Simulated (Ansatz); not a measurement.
# C2H9AlClN: what the fields show

```xyz
14

Al    0.5055   -0.1828   -0.0293
N    -0.2985    1.6912    0.4207
C    -0.1618   -1.3168    1.4418
C    -0.0506   -0.4663   -1.9018
H     0.5215    2.2983    0.5781
Cl    2.5770    0.4926    0.2096
H    -0.8548    2.1051   -0.3403
H    -0.8706    1.7081    1.2765
H    -1.2718   -1.3998    1.4499
H     0.2270   -2.3545    1.3465
H     0.1573   -0.9538    2.4430
H    -1.1532   -0.5620   -2.0126
H     0.3858   -1.4064   -2.3028
H     0.2872    0.3473   -2.5793
```

The calculation used RKS PBE-D4/def2-SVP in Ansatz.

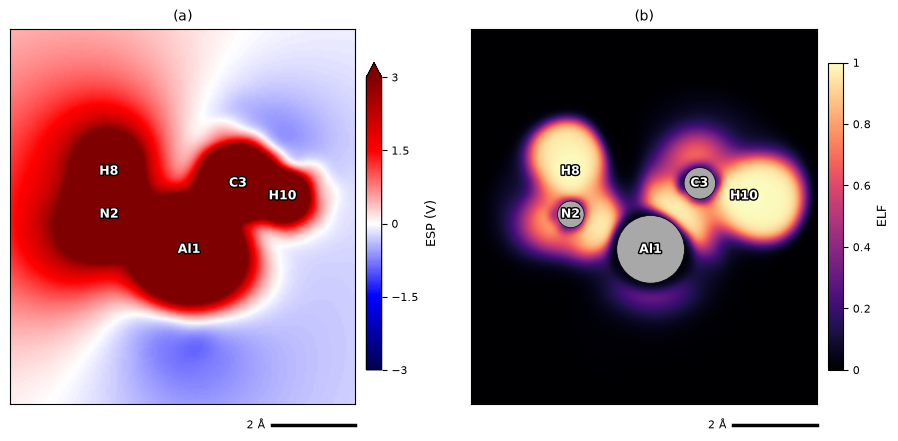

Figure 1. (a) electrostatic potential; (b) ELF on the plane of atoms Al1, C3 and H10. Grey discs cover the atomic cores in the ELF map.

Question: Interpret the plot.

Answer: The section cuts through Al, N, C and H sites.
C–Al (1.97 Å): the ELF peaks at about 0.95 between the atoms: a shared but strongly polarised pair.
Al–N (2.09 Å): the ELF peaks at about 0.95 in the valence shell of N, 0.8 Å from its nucleus, and is about 0.75 at the midpoint.
N–H (1.03 Å): the ELF climbs to about 1 towards the hydrogen, as it does in any bond to H (a covalent bond by its length).
C–H (1.11 Å): the ELF climbs to about 1 towards the hydrogen; an ordinary covalent bond to hydrogen.
Outside the dense part of the molecule the potential is most negative (−0.9 V) near C3 and C4, which lies off the plane.

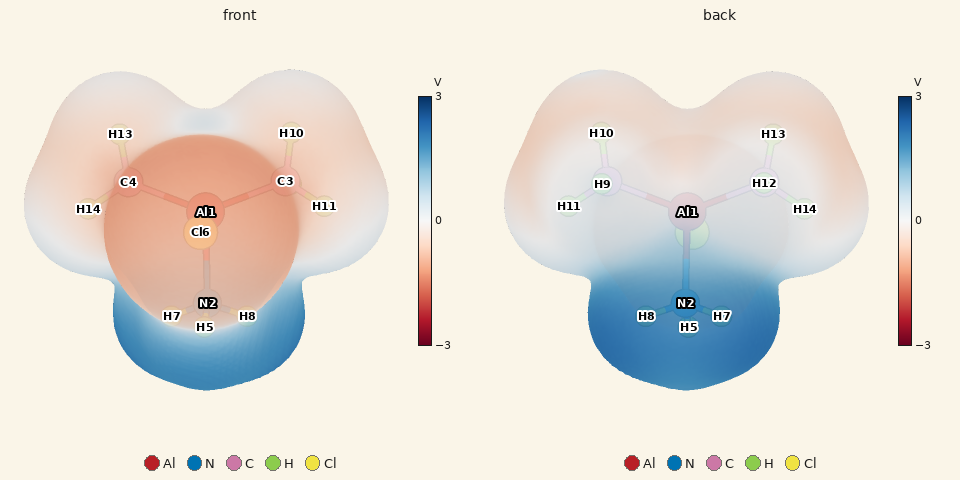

Figure 2. The electrostatic potential painted on the density surface at 0.001 e/bohr³, seen from the front and from behind; red is negative and blue positive.

Question: Where is the surface potential most negative and most positive?

Answer: The most negative region (about −1.2 V, or −28 kcal/mol for a unit charge) lies over Cl6, the most positive (about +2.2 V, or +51 kcal/mol for a unit charge) over H7 and H8.

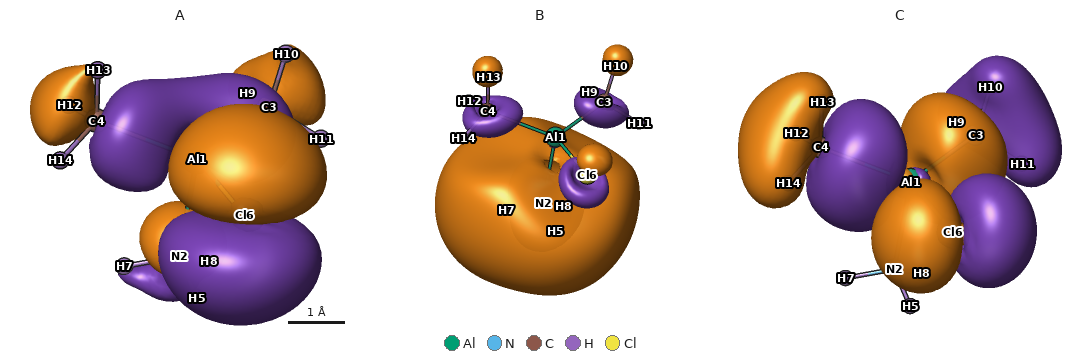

Figure 3. Three frontier orbitals at ±0.06 Å⁻³ᐟ² (orange and purple are the two phases), in no order.

Question: Order the three orbitals by energy and name them.

Answer: A is the HOMO−1 (−6.43 eV). Its weight (Hirshfeld) is mainly on Cl6 (about 75 %) and Al1 (about 10 %); largely a lone pair of Cl6. C is the HOMO (−5.68 eV). It lies mainly on C3 (about 25 %), C4 (about 25 %), Cl6 (about 25 %) and Al1 (about 15 %). B is the LUMO (−0.55 eV). It lies mainly on N2 (about 20 %), H7 (about 20 %), H8 (about 20 %) and H5 (about 15 %).

Question: What is the HOMO–LUMO gap?

Answer: 5.13 eV between the orbital energies.
